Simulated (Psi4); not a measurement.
**wB97X/cc-pVDZ run of SiCNClF2 (SMILES N#C[Si](F)(F)Cl)**

What is the vertical ionisation energy of SiCNClF2 at wB97X/cc-pVDZ? 

The calculation is run with Psi4 1.11.

11 further runs of the same task are left out: 10 that didn't finish, 1 set aside as unsound or not needed.

**1. The molecule**

SiCNClF2 has 6 atoms, charge 0, and is taken as a singlet. SMILES: `N#C[Si](F)(F)Cl`. Geometry: relaxed at PBE0-D4/def2-TZVP.

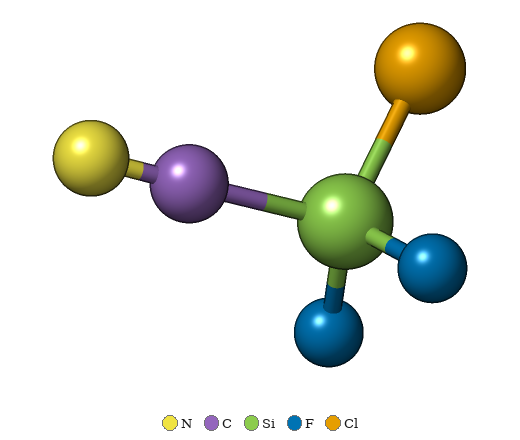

Viewed from a chosen angle; nitrogen yellow, carbon purple, silicon green, fluorine blue, chlorine amber.

**2. Energy and gradient at wB97X/cc-pVDZ**

Contents of calc.inp:

```
memory 2200 mb

molecule system {
  0 1
  N      1.925400    -1.092200     1.077400
  C      1.030100    -0.609300     0.540000
  Si    -0.394400     0.176700    -0.290300
  F     -1.487900    -0.920300    -0.527700
  F      0.087600     0.719200    -1.679000
  Cl    -1.118900     1.661900     0.833400
  units angstrom
  symmetry c1
}

set {
  basis                cc-pVDZ
  reference            rks
  puream               true
  e_convergence        1e-09
  d_convergence        1e-08
  scf_type             pk
  dft_radial_points    99
  dft_spherical_points 590
}

result, w = gradient('wb97x', return_wfn=True)
oeprop(w, 'LOWDIN_CHARGES', 'MULLIKEN_CHARGES', 'DIPOLE')
```

The run is started by

```
$ psi4 -n 1 calc.inp calc.out
```

calc.out:

```text
[...]
  Running in c1 symmetry.
[...]
  Nuclear repulsion =  351.977762816507550
[...]
  Multiplicity = 1
[...]
  Nalpha       = 31
  Nbeta        = 31
[...]
    Number of basis functions: 92
[...]
   @RKS iter   1: -1042.18938587339335   -7.30366e-01   6.25348e-03 DIIS/ADIIS
[...]
   @RKS iter  12: -1042.32297317830285   -5.45697e-12   7.05220e-09 DIIS
[...]
  @RKS Final Energy: -1042.32297317830285
   => Energetics <=
    Nuclear Repulsion Energy =            351.9777628165075498
    One-Electron Energy =               -2139.8928655945301216
    Two-Electron Energy =                 807.0696638073825397
    DFT Exchange-Correlation Energy =     -61.4775342076626856
    Empirical Dispersion Energy =           0.0000000000000000
    VV10 Nonlocal Energy =                  0.0000000000000000
    Total Energy =                      -1042.3229731783028456
[...]
  -Total Gradient:
     Atom            X                  Y                   Z
    ------   -----------------  -----------------  -----------------
       1       -0.015744132628     0.008580327048    -0.009329678732
       2        0.009636373942    -0.005403438714     0.005507723758
       3       -0.015298814529    -0.007963283387    -0.032497510901
       4        0.029462202981     0.028925258467     0.005873105442
       5       -0.012815068306    -0.015070097932     0.036834815977
       6        0.004484863023    -0.008898343132    -0.006528055120
[...]
 Multipole Moments:
 ------------------------------------------------------------------------------------
     Multipole            Electronic (a.u.)      Nuclear  (a.u.)        Total (a.u.)
 ------------------------------------------------------------------------------------
 L = 1.  Multiply by 2.5417464519 to convert [e a0] to [Debye]
 Dipole X            :         -2.0563870            1.5101730           -0.5462140
 Dipole Y            :          0.9504973           -0.5214814            0.4290159
 Dipole Z            :         -1.4609971            1.3238881           -0.1371090
 Magnitude           :                                                    0.7079571
[...]
  Mulliken Charges: (a.u.)
   Center  Symbol    Alpha    Beta     Spin     Total
       1     N     3.51148  3.51148  0.00000 -0.02297
       2     C     3.09457  3.09457  0.00000 -0.18914
       3    SI     6.58510  6.58510  0.00000  0.82980
       4     F     4.62309  4.62309  0.00000 -0.24618
       5     F     4.62306  4.62306  0.00000 -0.24611
       6    CL     8.56270  8.56270  0.00000 -0.12540
   Total alpha = 31.00000, Total beta = 31.00000, Total charge = -0.00000
  Lowdin Charges: (a.u.)
   Center  Symbol    Alpha    Beta     Spin     Total
[...]
```

It took 69 s on 1 thread of Intel Xeon 6975P-C (Granite Rapids), shared host; peak memory 1.2 GiB.

**3. The doublet cation: a single-point energy at U-wB97X/cc-pVDZ**

Contents of job.json:

```json
{
  "schema_name": "qcschema_input",
  "schema_version": 1,
  "molecule": {
    "schema_name": "qcschema_molecule",
    "schema_version": 2,
    "symbols": ["N", "C", "Si", "F", "F", "Cl"],
    "geometry": [3.63847868, -2.06395887, 2.03599093, 1.94660688, -1.15141013, 1.02045211, -0.74530798, 0.33391461, -0.54858749, -2.8117235, -1.73911495, -0.99720848, 0.16554001, 1.35909103, -3.17285016, -2.11441456, 3.14053585, 1.57489775],
    "molecular_charge": 1,
    "molecular_multiplicity": 2,
    "fix_symmetry": "c1"
  },
  "driver": "energy",
  "model": {
    "method": "wb97x",
    "basis": "cc-pVDZ"
  },
  "keywords": {
    "reference": "uks",
    "puream": true,
    "e_convergence": 1e-09,
    "d_convergence": 1e-08,
    "scf_type": "pk",
    "dft_radial_points": 99,
    "dft_spherical_points": 590,
    "maxiter": 100,
    "scf_properties": ["WIBERG_LOWDIN_INDICES", "DIPOLE", "MAYER_INDICES"]
  }
}
```

The run is started by

```
$ psi4 --qcschema job.json -n 1 --memory 2200MB
```

stdout:

```text
[...]
  Running in c1 symmetry.
[...]
  Nuclear repulsion =  351.977763021774024
[...]
  Multiplicity = 2
[...]
  Nalpha       = 31
  Nbeta        = 30
[...]
    Number of basis functions: 92
[...]
   @UKS iter   1: -1041.64555189096336   -1.86532e-01   6.78402e-03 DIIS/ADIIS
[...]
   @UKS iter  26: -1041.83824551262910   -2.29647e-11   5.96153e-09 DIIS
[...]
   @S^2 Observed:                7.721855683E-01
[...]
    Orbital Energies [Eh]
    ---------------------
    Alpha Occupied:
       1A   -101.852953     2A    -66.539447     3A    -24.996466
       4A    -24.996430     5A    -14.743136     6A    -10.609372
       7A     -9.889790     8A     -7.652819     9A     -7.645630
      10A     -7.638606    11A     -5.776048    12A     -4.133263
      13A     -4.132991    14A     -4.131848    15A     -1.576621
      16A     -1.554175    17A     -1.361085    18A     -1.295220
      19A     -0.999700    20A     -0.888281    21A     -0.852069
      22A     -0.845585    23A     -0.795776    24A     -0.793168
      25A     -0.784944    26A     -0.773742    27A     -0.769900
      28A     -0.763888    29A     -0.748095    30A     -0.744946
      31A     -0.734979
[...]
  @UKS Final Energy: -1041.83824551262910
   => Energetics <=
    Nuclear Repulsion Energy =            351.9777630217740239
    One-Electron Energy =               -2125.0459351509343833
    Two-Electron Energy =                 792.4999413914487150
    DFT Exchange-Correlation Energy =     -61.2700147749175628
    Empirical Dispersion Energy =           0.0000000000000000
    VV10 Nonlocal Energy =                  0.0000000000000000
    Total Energy =                      -1041.8382455126291006
[...]
 Multipole Moments:
 ------------------------------------------------------------------------------------
     Multipole            Electronic (a.u.)      Nuclear  (a.u.)        Total (a.u.)
 ------------------------------------------------------------------------------------
 L = 1.  Multiply by 2.5417464519 to convert [e a0] to [Debye]
 Dipole X            :         -1.3468798            1.5101730            0.1632931
 Dipole Y            :          1.1094199           -0.5214814            0.5879384
 Dipole Z            :         -0.2636871            1.3238881            1.0602010
 Magnitude           :                                                    1.2232589
[...]
```

The result, in JSON:

```text
{
 "driver": "energy",
 "model": {
  "method": "wb97x",
  "basis": "cc-pVDZ"
 },
 "success": true,
 "return_result": -1041.838245512629,
 "properties": {
  "calcinfo_nbasis": 92,
  "calcinfo_nmo": 92,
  "calcinfo_nalpha": 31,
  "calcinfo_nbeta": 30,
  "calcinfo_natom": 6,
  "nuclear_repulsion_energy": 351.977763021774,
  "return_energy": -1041.838245512629,
  "scf_one_electron_energy": -2125.0459351509344,
  "scf_two_electron_energy": 792.4999413914487,
  "scf_xc_energy": -61.27001477491756,
  "scf_dipole_moment": [0.16329314561934494, 0.5879384490933777, 1.0602009894935678],
  "scf_total_energy": -1041.838245512629,
  "scf_iterations": 26
 }
}
```

Run time: 39 s. Hardware: 1 thread of Intel Xeon 6975P-C (Granite Rapids), shared host; peak memory 1.2 GiB.

**4. Outcome**

Level: wB97X/cc-pVDZ.

```
                                          quantity           value
                    singlet SiCNClF2: total energy  -1042.32297 Eh
                   singlet SiCNClF2: dipole moment          1.80 D
                     singlet SiCNClF2: HOMO energy       -12.88 eV
                     singlet SiCNClF2: LUMO energy         1.12 eV
                   singlet SiCNClF2: HOMO–LUMO gap        14.00 eV
        singlet SiCNClF2: largest force on an atom      2.150 eV/Å
                      doublet cation: total energy  -1041.83825 Eh
doublet cation: HOMO energy (highest over α and β)       -18.62 eV
 doublet cation: LUMO energy (lowest over α and β)       -13.46 eV
                              doublet cation: ⟨S²⟩           0.772
vertical ionisation energy (to the doublet cation)       13.190 eV
```

What this shows: Removing an electron at fixed nuclei costs 13.19 eV (1273 kJ/mol). The largest force (singlet SiCNClF2) is 2.15 eV/Å: the shape isn't a stationary point for this species at this level. The negative HOMO energy of the first species, 12.88 eV, lies 0.31 eV below that difference. Mulliken charges (singlet SiCNClF2) run from -0.25 on F4 to +0.83 on Si3.
